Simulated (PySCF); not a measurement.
# One shape, several levels: H3PO (SMILES O=[PH3])

We compute a comparison of 5 runs (HF/def2-SVP, PBE/3-21G, B3LYP/6-31G*, MP2/cc-pVDZ, CCSD(T)/6-311G**) of H3PO. Input form: a Python script.

Program for the calculation: PySCF 2.14.0.

### Step 1. The molecule

H3PO: 5 atoms, total charge 0, spin state singlet. SMILES: `O=[PH3]`. Geometry: relaxed at GFN2-xTB.

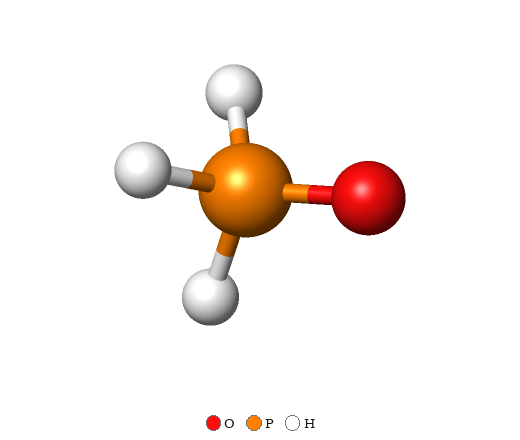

Viewed from a chosen angle; oxygen red, phosphorus orange, hydrogen white.

### Step 2. Energy and gradient at HF/def2-SVP (run 1)

Contents of input.py:

```python
# O=[PH3]
import pyscf.grad
from pyscf import gto, scf

mol = gto.M(
    atom='''
O   -1.381960  -0.328270   0.532950
P   -0.058510  -0.014650   0.022530
H    0.807060   0.564860   0.939400
H    0.663660  -1.098320  -0.454890
H   -0.030250   0.876380  -1.039990
''',
    max_memory=1860,
    basis='def2-svp',
    verbose=3,
)

mf = scf.RHF(mol)
mf.conv_tol = 1e-10
mf.kernel()
if not mf.converged:
    mf = mf.newton().run(mf.mo_coeff, mf.mo_occ)

e_final = mf.e_tot
print('E(%s) = %.9f' % ('HF', e_final))
grad = mf.Gradients().kernel()
mf.analyze()
```

Started as:

```
$ OMP_NUM_THREADS=1 python input.py
```

The log of the run:

```text
converged SCF energy = -417.155082877792
E(HF) = -417.155082878
--------------- RHF gradients ---------------
         x                y                z
0 O     0.0195868725     0.0047420228    -0.0075565942
1 P     0.0039441659     0.0004995061    -0.0017896866
2 H    -0.0092102777    -0.0035395018    -0.0018002945
3 H    -0.0087479342     0.0034898658     0.0041692531
4 H    -0.0055728265    -0.0051918929     0.0069773221
----------------------------------------------
**** MO energy ****
MO #1   energy= -80.0084948051828  occ= 2
MO #2   energy= -20.4836723978624  occ= 2
MO #3   energy= -7.57014835978969  occ= 2
MO #4   energy= -5.47171268093605  occ= 2
MO #5   energy= -5.47116001870714  occ= 2
MO #6   energy= -5.47115399923281  occ= 2
MO #7   energy= -1.28808072885217  occ= 2
MO #8   energy= -0.86163671527996  occ= 2
MO #9   energy= -0.617244657244503 occ= 2
MO #10  energy= -0.616843107872892 occ= 2
MO #11  energy= -0.552537999253664 occ= 2
MO #12  energy= -0.437202532741593 occ= 2
MO #13  energy= -0.437082699693096 occ= 2
MO #14  energy= 0.159877167743815  occ= 0
MO #15  energy= 0.200422967250839  occ= 0
MO #16  energy= 0.218167372447547  occ= 0
MO #17  energy= 0.218546261379539  occ= 0
MO #18  energy= 0.461149830704119  occ= 0
MO #19  energy= 0.461394538367863  occ= 0
MO #20  energy= 0.537269039018797  occ= 0
MO #21  energy= 0.694483353705769  occ= 0
MO #22  energy= 0.738749857977105  occ= 0
MO #23  energy= 0.739126983688522  occ= 0
MO #24  energy= 0.820560056948514  occ= 0
MO #25  energy= 0.820926140652725  occ= 0
MO #26  energy= 0.821152424405637  occ= 0
MO #27  energy= 1.11620222911074   occ= 0
MO #28  energy= 1.19818448621054   occ= 0
MO #29  energy= 1.19857525523377   occ= 0
MO #30  energy= 1.37820670307939   occ= 0
MO #31  energy= 1.37853066939129   occ= 0
MO #32  energy= 1.4945058223366    occ= 0
MO #33  energy= 1.55174455270872   occ= 0
MO #34  energy= 1.59085015295642   occ= 0
MO #35  energy= 1.72950982518506   occ= 0
MO #36  energy= 1.72964413976141   occ= 0
MO #37  energy= 1.95846086757962   occ= 0
MO #38  energy= 1.95894670189729   occ= 0
MO #39  energy= 2.07260232744993   occ= 0
MO #40  energy= 2.37359664638778   occ= 0
MO #41  energy= 2.52857333343254   occ= 0
MO #42  energy= 2.52985256513422   occ= 0
MO #43  energy= 3.07923728613942   occ= 0
MO #44  energy= 3.07938167297282   occ= 0
MO #45  energy= 3.27363497905517   occ= 0
MO #46  energy= 3.27394678264402   occ= 0
MO #47  energy= 3.79184372372504   occ= 0
 ** Mulliken atomic charges  **
charge of    0O =     -0.91115
charge of    1P =      1.18268
charge of    2H =     -0.09055
charge of    3H =     -0.09031
charge of    4H =     -0.09067
Dipole moment(X, Y, Z, Debye):  3.89217,  0.91860, -1.50150
```

It took 1.6 s on 1 thread of Intel Xeon at 2.70GHz, shared host; peak memory 0.12 GiB.

### Step 3. Energy and gradient at PBE/3-21G (run 2)

Contents of calc.py:

```python
from pyscf import gto, dft

system = gto.M(
    atom='''
O     -1.381960    -0.328270     0.532950
P     -0.058510    -0.014650     0.022530
H      0.807060     0.564860     0.939400
H      0.663660    -1.098320    -0.454890
H     -0.030250     0.876380    -1.039990
''',
    basis='3-21g',
    max_memory=1860,
    verbose=4,
)

calc0 = dft.RKS(system)
calc0.xc = 'pbe'
calc0.grids.level = 5
calc0.conv_tol = 1e-10
calc0.kernel()
if not calc0.converged:
    calc0 = calc0.newton().run(calc0.mo_coeff, calc0.mo_occ)

e_final = calc0.e_tot
print('E = %.10f Eh' % e_final)
grad = calc0.nuc_grad_method().kernel()
calc0.analyze()
```

Started as:

```
$ OMP_NUM_THREADS=1 python calc.py
```

The log of the run:

```text
PySCF version 2.14.0

[INPUT] num. atoms = 5
[INPUT] num. electrons = 26
[INPUT] charge = 0
[INPUT] spin (= nelec alpha-beta = 2S) = 0
[INPUT] symmetry False subgroup None
[INPUT] Mole.unit = angstrom
[INPUT] Symbol           X                Y                Z      unit          X                Y                Z       unit  Magmom
[INPUT]  1 O     -1.381960000000  -0.328270000000   0.532950000000 AA   -2.611525915104  -0.620340394911   1.007129538087 Bohr   0.0
[INPUT]  2 P     -0.058510000000  -0.014650000000   0.022530000000 AA   -0.110567875548  -0.027684487725   0.042575529586 Bohr   0.0
[INPUT]  3 H      0.807060000000   0.564860000000   0.939400000000 AA    1.525122366091   1.067430698722   1.775208721416 Bohr   0.0
[INPUT]  4 H      0.663660000000  -1.098320000000  -0.454890000000 AA    1.254135639829  -2.075523997132  -0.859617516803 Bohr   0.0
[INPUT]  5 H     -0.030250000000   0.876380000000  -1.039990000000 AA   -0.057164215268   1.656118181046  -1.965296272286 Bohr   0.0

[... 78 lines left out ...]
Total Energy =                        -415.857224440863661
[... 2 lines left out ...]
Two-electron Energy =                  224.264575887251425
[... 4 lines left out ...]
MO #1   energy= -75.8415362596956  occ= 2
[... 2 lines left out ...]
MO #4   energy= -4.57331924700796  occ= 2
[... 2 lines left out ...]
MO #7   energy= -0.918933438931858 occ= 2
[... 2 lines left out ...]
MO #10  energy= -0.424846391817513 occ= 2
[... 2 lines left out ...]
MO #13  energy= -0.217333502324694 occ= 2
[... 2 lines left out ...]
MO #16  energy= 0.0719233839895388 occ= 0
[... 2 lines left out ...]
MO #19  energy= 0.341327347034975  occ= 0
[... 2 lines left out ...]
MO #22  energy= 0.893852252260433  occ= 0
[... 2 lines left out ...]
MO #25  energy= 1.47399234543593   occ= 0
MO #26  energy= 1.47439305722174   occ= 0
MO #27  energy= 1.51510047120536   occ= 0
MO #28  energy= 2.65812345457451   occ= 0
 ** Mulliken pop on meta-lowdin orthogonal AOs  **
 ** Mulliken pop  **
pop of  0 O 1s            1.99967
pop of  0 O 2s            1.78376
pop of  0 O 3s            0.00450
pop of  0 O 2px           1.50561
pop of  0 O 2py           1.69103
pop of  0 O 2pz           1.67249
pop of  0 O 3px           0.00057
pop of  0 O 3py           0.00168
pop of  0 O 3pz           0.00157
pop of  1 P 1s            1.99996
pop of  1 P 2s            1.99383
pop of  1 P 3s            1.21098
pop of  1 P 4s            0.01740
pop of  1 P 2px           1.99918
pop of  1 P 2py           1.99946
pop of  1 P 2pz           1.99943
pop of  1 P 3px           0.78329
pop of  1 P 3py           1.05985
pop of  1 P 3pz           1.03293
pop of  1 P 4px           0.03235
pop of  1 P 4py           0.03005
pop of  1 P 4pz           0.03020
pop of  2 H 1s            1.03736
pop of  2 H 2s            0.01279
pop of  3 H 1s            1.03705
pop of  3 H 2s            0.01280
pop of  4 H 1s            1.03740
pop of  4 H 2s            0.01280
 ** Mulliken atomic charges  **
charge of    0O =     -0.66089
charge of    1P =      0.81109
charge of    2H =     -0.05015
charge of    3H =     -0.04985
charge of    4H =     -0.05020
Dipole moment(X, Y, Z, Debye):  3.02691,  0.71389, -1.16816
```

Wall time 5.7 s (1 thread of Intel Xeon at 2.70GHz, shared host); peak memory 0.35 GiB.

### Step 4. Energy and gradient at B3LYP/6-31G(d) (Cartesian functions) (run 3)

Contents of calc.py:

```python
import pyscf.grad
from pyscf import gto, dft

mol = gto.M(
    atom='''
O   -1.381960  -0.328270   0.532950
P   -0.058510  -0.014650   0.022530
H    0.807060   0.564860   0.939400
H    0.663660  -1.098320  -0.454890
H   -0.030250   0.876380  -1.039990
''',
    verbose=4,
    charge=0,
    max_memory=1860,
    basis='6-31g*',
    cart=True,
)

calc0 = dft.RKS(mol, xc='b3lyp')
calc0.conv_tol = 1e-10
calc0.grids.level = 5
calc0.kernel()
if not calc0.converged:
    calc0 = calc0.newton().run(calc0.mo_coeff, calc0.mo_occ)

e_final = calc0.e_tot
print(f'total energy: {e_final:.8f} hartree')
grad = calc0.Gradients().kernel()
dip = calc0.dip_moment()
pop, q = calc0.mulliken_pop()
```

Started as:

```
$ OMP_NUM_THREADS=1 python calc.py
```

The log of the run:

```text
PySCF version 2.14.0

[INPUT] num. atoms = 5
[INPUT] num. electrons = 26
[INPUT] charge = 0
[INPUT] spin (= nelec alpha-beta = 2S) = 0
[INPUT] symmetry False subgroup None
[INPUT] Mole.unit = angstrom
[INPUT] Cartesian GTO integrals (6d 10f)
[INPUT] Symbol           X                Y                Z      unit          X                Y                Z       unit  Magmom
[INPUT]  1 O     -1.381960000000  -0.328270000000   0.532950000000 AA   -2.611525915104  -0.620340394911   1.007129538087 Bohr   0.0
[INPUT]  2 P     -0.058510000000  -0.014650000000   0.022530000000 AA   -0.110567875548  -0.027684487725   0.042575529586 Bohr   0.0
[INPUT]  3 H      0.807060000000   0.564860000000   0.939400000000 AA    1.525122366091   1.067430698722   1.775208721416 Bohr   0.0
[INPUT]  4 H      0.663660000000  -1.098320000000  -0.454890000000 AA    1.254135639829  -2.075523997132  -0.859617516803 Bohr   0.0
[INPUT]  5 H     -0.030250000000   0.876380000000  -1.039990000000 AA   -0.057164215268   1.656118181046  -1.965296272286 Bohr   0.0

[... 58 lines left out ...]
converged SCF energy = -418.353037729885
total energy: -418.35303773 hartree
[... 12 lines left out ...]
Dipole moment(X, Y, Z, Debye):  3.32641,  0.78486, -1.28346
[... 7 lines left out ...]
pop of  0  O 3px          0.45908
pop of  0  O 3py          0.66848
pop of  0  O 3pz          0.64796
pop of  0  O 3dxx         0.01324
pop of  0  O 3dxy         0.00722
pop of  0  O 3dxz         0.00750
pop of  0  O 3dyy        -0.00734
pop of  0  O 3dyz         0.00126
pop of  0  O 3dzz        -0.00515
pop of  1  P 1s           1.99858
pop of  1  P 2s           1.98907
pop of  1  P 3s           1.16048
pop of  1  P 4s           0.23814
pop of  1  P 2px          1.98967
pop of  1  P 2py          1.98980
pop of  1  P 2pz          1.98978
pop of  1  P 3px          0.75356
pop of  1  P 3py          0.80755
pop of  1  P 3pz          0.80211
pop of  1  P 4px          0.04561
pop of  1  P 4py          0.15387
pop of  1  P 4pz          0.14352
pop of  1  P 3dxx         0.04617
pop of  1  P 3dxy         0.10699
pop of  1  P 3dxz         0.09651
pop of  1  P 3dyy        -0.00268
pop of  1  P 3dyz         0.07396
pop of  1  P 3dzz         0.00822
pop of  2  H 1s           0.53484
pop of  2  H 2s           0.48440
pop of  3  H 1s           0.53497
pop of  3  H 2s           0.48393
pop of  4  H 1s           0.53508
pop of  4  H 2s           0.48410
 ** Mulliken atomic charges  **
charge of    0O =     -0.55176
charge of    1P =      0.60908
charge of    2H =     -0.01924
charge of    3H =     -0.01890
charge of    4H =     -0.01918
```

It took 8.1 s on 1 thread of Intel Xeon at 2.70GHz, shared host; peak memory 0.44 GiB.

Run 4 isn't shown in full; the table further down has it.

### Step 5. The energy at CCSD(T)/6-311G(d,p) (run 5)

Contents of job.py:

```python
from pyscf import gto, cc

mol = gto.M(
    atom='''
O     -2.611526    -0.620340     1.007130
P     -0.110568    -0.027684     0.042576
H      1.525122     1.067431     1.775209
H      1.254136    -2.075524    -0.859618
H     -0.057164     1.656118    -1.965296
''',
    verbose=4,
    unit='bohr',
    charge=0,
    max_memory=1860,
    basis='6-311g**',
)

mf = mol.RHF()
mf.conv_tol = 1e-10
mf.kernel()
if not mf.converged:
    mf = mf.newton().run(mf.mo_coeff, mf.mo_occ)

mycc = cc.CCSD(mf, frozen=6)
mycc.kernel()
e_t = mycc.ccsd_t()
energy = mycc.e_tot + e_t
print('Final energy', energy)
mf.analyze()
```

Started as:

```
$ OMP_NUM_THREADS=1 python job.py
```

The log of the run:

```text
PySCF version 2.14.0

[INPUT] num. atoms = 5
[INPUT] num. electrons = 26
[INPUT] charge = 0
[INPUT] spin (= nelec alpha-beta = 2S) = 0
[INPUT] symmetry False subgroup None
[INPUT] Mole.unit = bohr
[INPUT] Symbol           X                Y                Z      unit          X                Y                Z       unit  Magmom
[INPUT]  1 O     -1.381960044925  -0.328269791022   0.532950244434 AA   -2.611526000000  -0.620340000000   1.007130000000 Bohr   0.0
[INPUT]  2 P     -0.058510065857  -0.014649741907   0.022530248932 AA   -0.110568000000  -0.027684000000   0.042576000000 Bohr   0.0
[INPUT]  3 H      0.807059806273   0.564860159430   0.939400147420 AA    1.525122000000   1.067431000000   1.775209000000 Bohr   0.0
[INPUT]  4 H      0.663660190594  -1.098320001518  -0.454890255697 AA    1.254136000000  -2.075524000000  -0.859618000000 Bohr   0.0
[INPUT]  5 H     -0.030249886085   0.876379904194  -1.039989855912 AA   -0.057164000000   1.656118000000  -1.965296000000 Bohr   0.0

[... 59 lines left out ...]
Init t2, MP2 energy = -417.688047502911  E_corr(MP2) -0.332450524640436
[... 20 lines left out ...]
Two-electron Coulomb Energy =          257.683760124087883
[... 8 lines left out ...]
MO #6   energy= -5.46267869835054  occ= 2
[... 6 lines left out ...]
MO #13  energy= -0.44031589575484  occ= 2
[... 6 lines left out ...]
MO #20  energy= 0.452731001795638  occ= 0
[... 6 lines left out ...]
MO #27  energy= 1.03071476486866   occ= 0
[... 6 lines left out ...]
MO #34  energy= 1.53079346091912   occ= 0
[... 6 lines left out ...]
MO #41  energy= 1.92673614970138   occ= 0
[... 6 lines left out ...]
MO #48  energy= 2.90186138179214   occ= 0
[... 6 lines left out ...]
MO #55  energy= 5.44324055545171   occ= 0
[... 6 lines left out ...]
MO #62  energy= 166.236777375892   occ= 0
[... 31 lines left out ...]
pop of  1 P 3pz           0.88743
pop of  1 P 4px           0.02896
pop of  1 P 4py           0.02388
pop of  1 P 4pz           0.02432
pop of  1 P 5px           0.00319
pop of  1 P 5py           0.00070
pop of  1 P 5pz           0.00094
pop of  1 P 6px           0.00053
pop of  1 P 6py           0.00015
pop of  1 P 6pz           0.00019
pop of  1 P 3dxy          0.02850
pop of  1 P 3dyz          0.01820
pop of  1 P 3dz^2         0.01104
pop of  1 P 3dxz          0.02472
pop of  1 P 3dx2-y2       0.01370
pop of  2 H 1s            1.06731
pop of  2 H 2s            0.00991
pop of  2 H 3s            0.00266
pop of  2 H 2px           0.00271
pop of  2 H 2py           0.00163
pop of  2 H 2pz           0.00482
pop of  3 H 1s            1.06702
pop of  3 H 2s            0.00994
pop of  3 H 3s            0.00266
pop of  3 H 2px           0.00182
pop of  3 H 2py           0.00632
pop of  3 H 2pz           0.00104
pop of  4 H 1s            1.06740
pop of  4 H 2s            0.00993
pop of  4 H 3s            0.00267
pop of  4 H 2px           0.00028
pop of  4 H 2py           0.00377
pop of  4 H 2pz           0.00512
 ** Mulliken atomic charges  **
charge of    0O =     -0.92482
charge of    1P =      1.19183
charge of    2H =     -0.08904
charge of    3H =     -0.08880
charge of    4H =     -0.08916
Dipole moment(X, Y, Z, Debye):  4.03939,  0.95327, -1.55829
```

Wall time 4.5 s (1 thread of Intel Xeon at 2.70GHz, shared host); peak memory 0.19 GiB.

### Step 6. Overview of the runs

| run | level | integration grid | Cartesian functions | energy (Eh) | dipole moment (D) of the reference | HOMO energy (eV) | LUMO energy (eV) | wall time |
| --- | --- | --- | --- | --- | --- | --- | --- | --- |
| 1 | HF/def2-SVP | – | no | -417.155083 | 4.27 | -11.89 | 4.35 | 1.6 s |
| 2 | PBE/3-21G | 5 | no | -415.857224 | 3.32 | -5.91 | 0.69 | 5.7 s |
| 3 | B3LYP/6-31G* (Cartesian functions) | 5 | yes | -418.353038 | 3.65 | -7.70 | 0.54 | 8.1 s |
| 4 | MP2/cc-pVDZ | – | no | -417.634639 | 4.10 | -11.79 | 4.20 | 2.5 s |
| 5 | CCSD(T)/6-311G** | – | no | -417.717878 | 4.43 | -11.98 | 3.54 | 4.5 s |

### Step 7. Outcome

```
                                          quantity          value
                               run 5: total energy  -417.71788 Eh
       run 5: dipole moment (Hartree–Fock density)         4.43 D
        run 5: HOMO energy (Hartree–Fock orbitals)      -11.98 eV
        run 5: LUMO energy (Hartree–Fock orbitals)        3.54 eV
      run 5: HOMO–LUMO gap (Hartree–Fock orbitals)       15.52 eV
run 5: correlation energy (6 core orbitals frozen)     -362.3 mEh
                             run 5: (T) correction     -10.45 mEh
                              run 5: T1 diagnostic          0.015
```

What this shows: Over runs 1, 2, 3 the dipole moment (its size) runs from 3.32 D (PBE/3-21G) to 4.27 D (HF/def2-SVP). The two ends differ in method and basis. Over runs 1, 2, 3 the HOMO–LUMO gap runs from 6.60 eV (PBE/3-21G) to 16.24 eV (HF/def2-SVP). Totals of different functionals can't be ranked against each other. All runs together took 22 s, the longest 8.1 s.
